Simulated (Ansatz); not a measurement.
**AsH2O with multiplicity 2: shift of H3 from O1 to As2, part 1 of 2**

Aim: the minimum-energy path and barrier of the shift of H3 from O1 to As2. The ends are relaxed first, then joined by a nudged elastic band. SMILES of the start: O[AsH].

Program: Ansatz 0.2.0. Level of theory: UKS B3LYP/def2-SVP. These are calculated values, not measurements.

**1. The system as given**

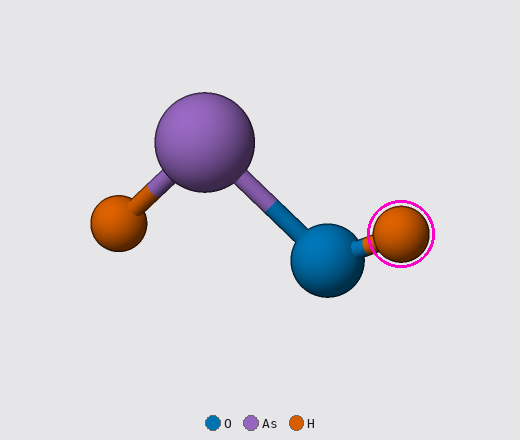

The starting structure, seen from a chosen angle (oxygen blue, arsenic purple, hydrogen orange). Ringed: H3.

As a file:

```xyz
4

O    -0.2296   -0.7289    0.3297
As    0.5739    0.7336   -0.3313
H     0.4092   -1.3775    0.6224
H    -0.7535    1.3728   -0.6208
```

**2. Relaxing end A**

input.yaml reads:

```yaml
crystal:
  periodic: [false, false, false]
  atoms:
    - { symbol: O, position_ang: [-0.22963, -0.72894, 0.32971] }
    - { symbol: As, position_ang: [0.57394, 0.7336, -0.33132] }
    - { symbol: H, position_ang: [0.40917, -1.37746, 0.6224] }
    - { symbol: H, position_ang: [-0.75348, 1.3728, -0.62078] }
magnetization:
  spin_polarized: true
  initial_magnetization: 1
basis:
  gaussian: { orbitals: def2-SVP }
hamiltonian:
  xc: b3lyp
relax:
  f_tol: 0.02
  max_steps: 50
```

Run with:

```sh
> ansatz run input.yaml --threads 1 --pin off --max-ram 2048MiB --backend cpu --events-out ev --progress --plain --runs-dir out
```

Standard output, cut to the lines that bear on the results:

```text
Warning: RAYON_NUM_THREADS=1 ignored (pool sized by the plan → 1); use --threads N
[...]
Functional definition: B3LYP
[...]
579 factors; integrals over basis functions are off by at most 2.3e-4 eV
[...]
mean field -62912.10337167 eV, -2311.9771555536 hartree, gradient 9.2e-6 eV, S^2 0.752526; 0 other end points of the search recorded, 0 dependent functions left out
[...]
reference -62912.10353142 eV, -2311.9771614243 hartree; 22, 21 occupied and 34, 35 virtual orbitals, 579 factors
relax step   1: F+E_penalty+E_count = -62912.10337167 eV  Δ(F+E_penalty+E_count) = +0.000e0 eV  max|allowed force component| = 6.833e-1 eV/Å  Δτ_max = 0.0000 Å  (27 SCF iters, accepted)
[...]
579 factors; integrals over basis functions are off by at most 2.7e-4 eV
mean field -62912.12461796 eV, -2311.9779363404 hartree, gradient 6.3e-5 eV, S^2 0.752555; 1 other end points of the search recorded, 0 dependent functions left out
[...]
reference -62912.12477933 eV, -2311.9779422707 hartree; 22, 21 occupied and 34, 35 virtual orbitals, 579 factors
Total energy: -62912.12477933 eV, -2311.9779422707 hartree
Atom 0 at    -0.247681    -0.749950     0.338896 Å, force    -0.000044    -0.000090     0.000038 eV/Å
Atom 1 at     0.576129     0.720936    -0.325699 Å, force     0.000098     0.000302    -0.000137 eV/Å
Atom 2 at     0.433081    -1.378004     0.622909 Å, force    -0.000030    -0.000216     0.000100 eV/Å
Atom 3 at    -0.761529     1.407017    -0.636097 Å, force    -0.000024     0.000004    -0.000000 eV/Å
Dipole moment:     0.255454    -0.039838     0.018064 e Å
```

Wall time 16 s (1 thread of Intel Xeon Platinum 8488C (Sapphire Rapids), shared host); peak memory 0.15 GiB.

Step by step:

```tsv
step	energy from step 1 (eV)	largest force component (eV/Å)
1	0.0000	0.6833
2	-0.0178	0.3167
3	-0.0206	0.1058
4	-0.0211	0.0388
5	-0.0212	0.0245
6	-0.0212	0.0003
```

Step 1 is the start.

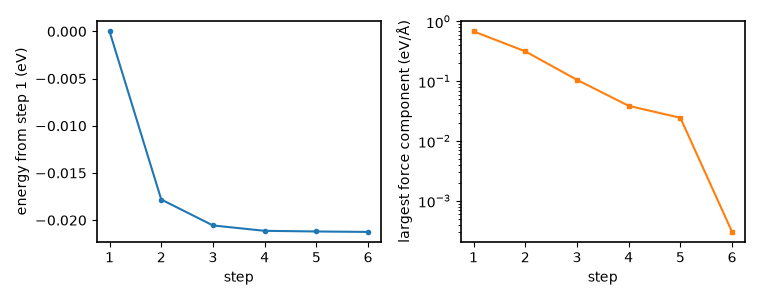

Energy and largest force along the relaxation.

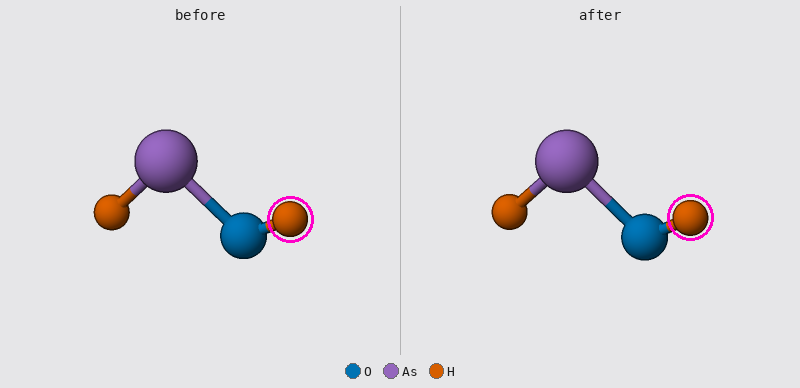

The structure before (left) and after (right), drawn at the same scale.

After: Bond lengths: O1–As2 1.812 Å, O1–H3 0.969 Å, As2–H4 1.535 Å. Angles: O1–As2–H4 92.3°, As2–O1–H3 108.3°.

**3. Relaxing end B**

The second end starts from a geometry with the move made by hand.

Edit input.yaml of step 2 so:

```diff
@@ -5,3 +5,3 @@
     - { symbol: As, position_ang: [0.57394, 0.7336, -0.33132] }
-    - { symbol: H, position_ang: [0.40917, -1.37746, 0.6224] }
+    - { symbol: H, position_ang: [2.06117, 0.44764, -0.20179] }
     - { symbol: H, position_ang: [-0.75348, 1.3728, -0.62078] }
```

Run with:

```sh
> ansatz run input.yaml --threads 1 --pin off --max-ram 2048MiB --backend cpu --events-out ev --progress --plain --runs-dir out
```

Standard output, cut to the lines that bear on the results:

```text
Warning: RAYON_NUM_THREADS=1 ignored (pool sized by the plan → 1); use --threads N
[...]
[... 1 set-up line as earlier in the session ...]
[...]
577 factors; integrals over basis functions are off by at most 3.5e-4 eV
[...]
mean field -62908.54447390 eV, -2311.8463684728 hartree, gradient 9.5e-6 eV, S^2 0.755548; 2 other end points of the search recorded, 0 dependent functions left out
[...]
Total energy: -62910.80516883 eV, -2311.9294474792 hartree
Atom 0 at    -0.182296    -0.911906     0.223891 Å, force     0.008318     0.016238     0.000160 eV/Å
Atom 1 at     0.418465     0.674068     0.245901 Å, force    -0.016821    -0.018243     0.010494 eV/Å
Atom 2 at     1.779402     0.623757    -0.462535 Å, force     0.016303    -0.004039    -0.005396 eV/Å
Atom 3 at    -0.363571     1.439181    -0.831438 Å, force    -0.007800     0.006044    -0.005258 eV/Å
Dipole moment:     0.210541     0.512621    -0.087105 e Å
```

Wall time 29 s (1 thread of Intel Xeon Platinum 8488C (Sapphire Rapids), shared host); peak memory 0.15 GiB.

Step by step:

```tsv
step	energy from step 1 (eV)	largest force component (eV/Å)
1	0.0000	4.4844
2	-0.9879	2.3858
3	-1.2775	3.3913
4	-1.4746	1.2420
5	-1.8623	2.0379
6	-2.1220	1.7401
7	-2.2192	1.1012
8x	-2.2106	0.7137
9	-2.2597	0.1509
10	-2.2605	0.0182
```

Step 1 is the start. 1 step was tried and not accepted (marked x).

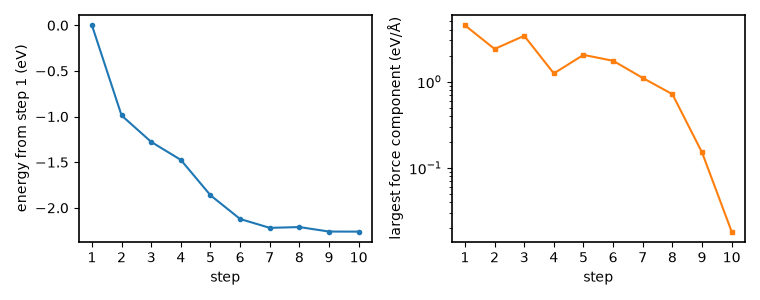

How energy and force went from step to step.

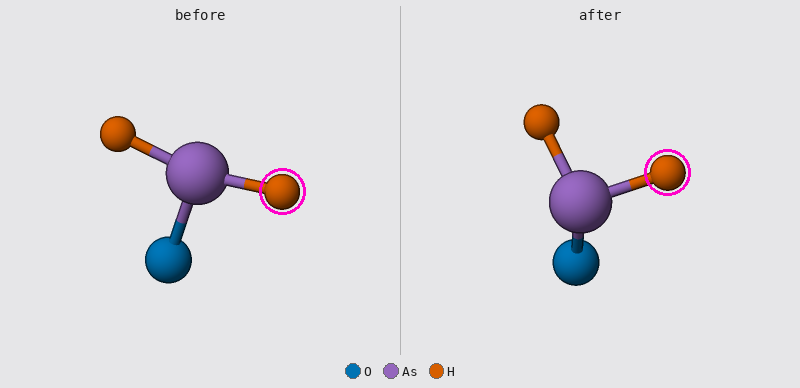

Before and after, at one scale.

After: Bond lengths: O1–As2 1.696 Å, As2–H3 1.535 Å, As2–H4 1.535 Å. Angles: O1–As2–H3 106.1°, O1–As2–H4 106.0°, H3–As2–H4 98.3°.

**4. Nudged elastic band**

crystal.atoms is end A as relaxed above, and neb.final_atoms is end B, turned to lie on A. With 9 inner images the band has 11 in all. The start path is listed, through a guess of the saddle.

input.yaml reads:

```yaml
crystal:
  periodic: [false, false, false]
  atoms:
    - { symbol: O, position_ang: [-0.247681, -0.74995, 0.338896] }
    - { symbol: As, position_ang: [0.576129, 0.720936, -0.325699] }
    - { symbol: H, position_ang: [0.433081, -1.378004, 0.622909] }
    - { symbol: H, position_ang: [-0.761529, 1.407017, -0.636097] }
magnetization:
  spin_polarized: true
  initial_magnetization: 1
basis:
  gaussian: { orbitals: def2-SVP }
hamiltonian:
  xc: b3lyp
neb:
  order_check: false
  images: 9
  f_tol: 0.05
  max_iterations: 47
  final_atoms:
    - { symbol: O, position_ang: [-0.96202868, -0.36912939, 1.1616331] }
    - { symbol: As, position_ang: [0.31487964, 0.29055169, 0.26105676] }
    - { symbol: H, position_ang: [0.97716055, -0.88846119, -0.46549324] }
    - { symbol: H, position_ang: [-0.3300115, 0.96703789, -0.95718762] }
  initial_path:
    images:
      - { positions_ang: [[-0.247681, -0.74995, 0.338896], [0.576129, 0.720936, -0.325699], [0.433081, -1.378004, 0.622909], [-0.761529, 1.407017, -0.636097]] }
      - { positions_ang: [[-0.36012221, -0.7436258, 0.3360651], [0.55286464, 0.66431256, -0.30009201], [0.53203197, -1.33162418, 0.60192351], [-0.7247744, 1.41093642, -0.6378876]] }
      - { positions_ang: [[-0.47256341, -0.73730159, 0.3332342], [0.52960027, 0.60768913, -0.27448502], [0.63098294, -1.28524436, 0.58093802], [-0.6880198, 1.41485583, -0.6396782]] }
      - { positions_ang: [[-0.58500462, -0.73097739, 0.3304033], [0.50633591, 0.55106569, -0.24887804], [0.72993391, -1.23886455, 0.55995253], [-0.6512652, 1.41877525, -0.64146879]] }
      - { positions_ang: [[-0.69744582, -0.72465319, 0.3275724], [0.48307154, 0.49444225, -0.22327105], [0.82888488, -1.19248473, 0.53896704], [-0.6145106, 1.42269466, -0.64325939]] }
      - { positions_ang: [[-0.80988703, -0.71832898, 0.3247415], [0.45980718, 0.43781881, -0.19766406], [0.92783585, -1.14610491, 0.51798155], [-0.577756, 1.42661408, -0.64504999]] }
      - { positions_ang: [[-0.84031536, -0.64848907, 0.49211982], [0.43082167, 0.40836539, -0.1059199], [0.93770079, -1.09457617, 0.32128659], [-0.5282071, 1.33469884, -0.70747752]] }
      - { positions_ang: [[-0.87074369, -0.57864915, 0.65949814], [0.40183616, 0.37891196, -0.01417573], [0.94756573, -1.04304742, 0.12459164], [-0.4786582, 1.24278361, -0.76990504]] }
      - { positions_ang: [[-0.90117202, -0.50880923, 0.82687646], [0.37285065, 0.34945854, 0.07756843], [0.95743067, -0.99151868, -0.07210332], [-0.4291093, 1.15086837, -0.83233257]] }
      - { positions_ang: [[-0.93160035, -0.43896931, 0.99425478], [0.34386514, 0.32000512, 0.16931259], [0.96729561, -0.93998993, -0.26879828], [-0.3795604, 1.05895313, -0.8947601]] }
      - { positions_ang: [[-0.96202868, -0.36912939, 1.1616331], [0.31487964, 0.29055169, 0.26105676], [0.97716055, -0.88846119, -0.46549324], [-0.3300115, 0.96703789, -0.95718762]] }
```

Run with:

```sh
> ansatz run input.yaml --threads 1 --pin off --max-ram 2048MiB --backend cpu --events-out ev --progress --plain --runs-dir out
```

Standard output, cut to the lines that bear on the results:

```text
Warning: RAYON_NUM_THREADS=1 ignored (pool sized by the plan → 1); use --threads N
[...]
[... 1 set-up line as earlier in the session ...]
[...]
577 factors; integrals over basis functions are off by at most 3.3e-4 eV
[...]
mean field -62912.12461395 eV, -2311.9779361929 hartree, gradient 1.0e-5 eV, S^2 0.752555; 0 other end points of the search recorded, 0 dependent functions left out
[...]
Total energy: -62909.66922890 eV, -2311.8877024566 hartree
Atom 0 at    -0.759893    -0.782110     0.632491 Å, force    -0.000668    -0.001958     0.002719 eV/Å
Atom 1 at     0.346965     0.616584     0.382576 Å, force    -0.001796    -0.001665    -0.003822 eV/Å
Atom 2 at     0.557591    -0.929364    -0.002546 Å, force     0.000290     0.001607     0.000323 eV/Å
Atom 3 at    -0.144663     1.094889    -1.012513 Å, force     0.002174     0.002017     0.000781 eV/Å
Dipole moment:     0.311603     0.289256    -0.121525 e Å
this run last wrote the band of iteration 28 to <dir>
```

Run time: 8.3 min. Hardware: 1 thread of Intel Xeon Platinum 8488C (Sapphire Rapids), shared host; peak memory 0.15 GiB.

**5. What the band shows**

The 9 inner images lie between the fixed ends 0 and 10. Energy is taken from image 0, and the path length is the program's own coordinate along the band.

```tsv
image	path (Å)	energy (eV)	H3–O1 (Å)	H3–As2 (Å)	band force (eV/Å)
0	0.000	0.0000	0.97	2.31	-
1	0.328	0.0634	0.97	2.32	0.003
2	0.657	0.1763	0.97	2.33	0.012
3	0.986	0.1726	0.97	2.36	0.002
4	1.316	0.0925	0.97	2.32	0.007
5	1.644	0.2730	0.97	2.17	0.013
6	1.973	1.1758	1.08	1.81	0.004
7*	2.302	2.4555	1.47	1.61	0.004
8	2.610	2.0135	1.86	1.54	0.003
9	2.918	1.5340	2.23	1.52	0.001
10	3.227	1.3196	2.58	1.54	-
```

The star marks the climbing image.

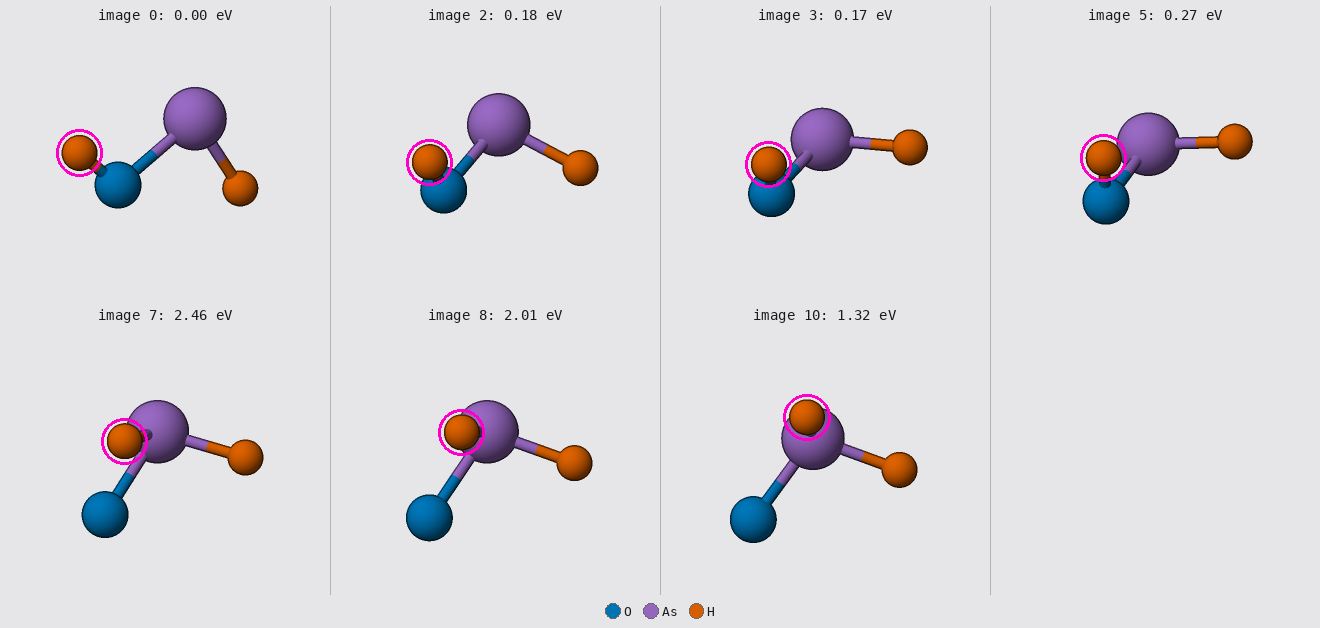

Snapshots along the band, viewed from a chosen angle. Ringed: H3. Sticks join atoms closer than a bonding distance in each image.

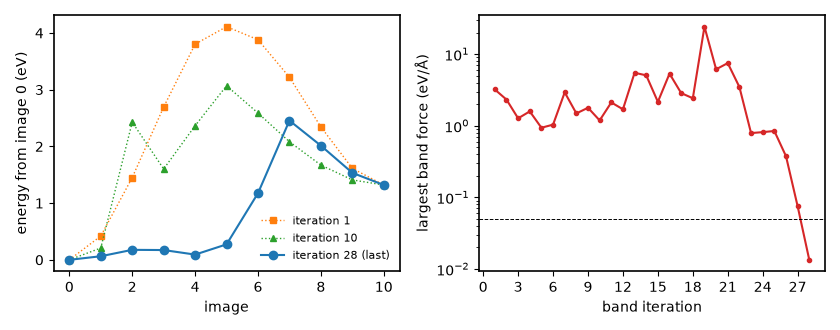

Left: energy of each image for early iterations and the last one (lines only join the points; early values far above the last band run off the scale). Right: the largest band force by iteration, with the threshold dashed.

How the highest energy settled:

```tsv
iteration	highest image above image 0 (eV)	largest band force (eV/Å)
1	4.1115	3.207
4	3.6231	1.586
7	3.6791	2.923
10	3.0695	1.187
13	2.3469	5.489
16	2.4866	5.335
19	3.4067	24.195
22	2.4558	3.474
25	2.4402	0.844
28	2.4555	0.013
```

The band as a trajectory file:

```xyz
4
image=0 dE=0.0000
O    -0.248   -0.750    0.339
As    0.576    0.721   -0.326
H     0.433   -1.378    0.623
H    -0.762    1.407   -0.636
4
image=1 dE=0.0634
O    -0.241   -0.716    0.450
As    0.557    0.817   -0.092
H     0.402   -1.438    0.419
H    -0.719    1.337   -0.776
4
image=2 dE=0.1763
O    -0.334   -0.768    0.422
As    0.407    0.881    0.323
H     0.311   -1.448    0.183
H    -0.384    1.336   -0.928
4
image=3 dE=0.1726
O    -0.390   -0.802    0.449
As    0.138    0.924    0.508
H     0.263   -1.391    0.044
H    -0.012    1.269   -1.001
4
image=4 dE=0.0925
O    -0.361   -0.832    0.515
As    0.003    0.936    0.579
H     0.207   -1.255   -0.144
H     0.151    1.150   -0.950
4
image=5 dE=0.2730
O    -0.504   -0.842    0.347
As    0.068    0.865    0.558
H     0.336   -1.224    0.049
H     0.100    1.201   -0.955
4
image=6 dE=1.1758
O    -0.617   -0.854    0.425
As    0.252    0.735    0.481
H     0.398   -1.020    0.079
H    -0.033    1.139   -0.985
4
image=7 dE=2.4555
O    -0.760   -0.782    0.632
As    0.347    0.617    0.383
H     0.558   -0.929   -0.003
H    -0.145    1.095   -1.013
4
image=8 dE=2.0135
O    -0.851   -0.661    0.836
As    0.371    0.520    0.324
H     0.711   -0.907   -0.145
H    -0.230    1.047   -1.015
4
image=9 dE=1.5340
O    -0.912   -0.520    1.013
As    0.354    0.410    0.284
H     0.851   -0.897   -0.303
H    -0.292    1.007   -0.993
4
image=10 dE=1.3196
O    -0.962   -0.369    1.162
As    0.315    0.291    0.261
H     0.977   -0.888   -0.465
H    -0.330    0.967   -0.957
```

**6. Vibrations at the top**

The geometry is the highest inner image of the first converged band.

input.yaml reads:

```yaml
crystal:
  periodic: [false, false, false]
  atoms:
    - { symbol: O, position_ang: [-0.759893, -0.78211, 0.632491] }
    - { symbol: As, position_ang: [0.346965, 0.616584, 0.382576] }
    - { symbol: H, position_ang: [0.557591, -0.929364, -0.002546] }
    - { symbol: H, position_ang: [-0.144663, 1.094889, -1.012513] }
magnetization:
  spin_polarized: true
  initial_magnetization: 1
basis:
  gaussian: { orbitals: def2-SVP }
hamiltonian:
  xc: b3lyp
phonons: {}
```

Run with:

```sh
> ansatz run input.yaml --threads 1 --pin off --max-ram 2048MiB --backend cpu --events-out ev --progress --plain --runs-dir out
```

Standard output, cut to the lines that bear on the results:

```text
Warning: RAYON_NUM_THREADS=1 ignored (pool sized by the plan → 1); use --threads N
[...]
[... 1 set-up line as earlier in the session ...]
[...]
580 factors; integrals over basis functions are off by at most 3.2e-4 eV
[...]
mean field -62909.66906808 eV, -2311.8876965468 hartree, gradient 2.7e-5 eV, S^2 0.761388; 2 other end points of the search recorded, 0 dependent functions left out
[...]
reference -62909.66923194 eV, -2311.8877025683 hartree; 22, 21 occupied and 34, 35 virtual orbitals, 580 factors
[...]
WARN: phonons: modes at or below zero, which the zero-point energy, F, S and C_V leave out: 1, the lowest at -1642.11 cm⁻¹. A minimum has none, and a first-order saddle one
[...]
Total energy: -62909.66923194 eV, -2311.8877025683 hartree
Atom 0 at    -0.759893    -0.782110     0.632491 Å, force    -0.000652    -0.002003     0.002692 eV/Å
Atom 1 at     0.346965     0.616584     0.382576 Å, force    -0.001767    -0.001609    -0.003788 eV/Å
Atom 2 at     0.557591    -0.929364    -0.002546 Å, force     0.000250     0.001604     0.000333 eV/Å
Atom 3 at    -0.144663     1.094889    -1.012513 Å, force     0.002169     0.002008     0.000763 eV/Å
Dipole moment:     0.311607     0.289254    -0.121524 e Å
Vibrations: -1642.11 661.54 681.18 821.15 1954.40 2053.97 cm⁻¹, zero-point energy 0.382630 eV
```

Run time: 24 s. Hardware: 1 thread of Intel Xeon Platinum 8488C (Sapphire Rapids), shared host; peak memory 0.15 GiB.

Of 6 modes, 1 is imaginary by more than 30 cm⁻¹ (1642i cm⁻¹).

(Continued in part 2 of 2.)
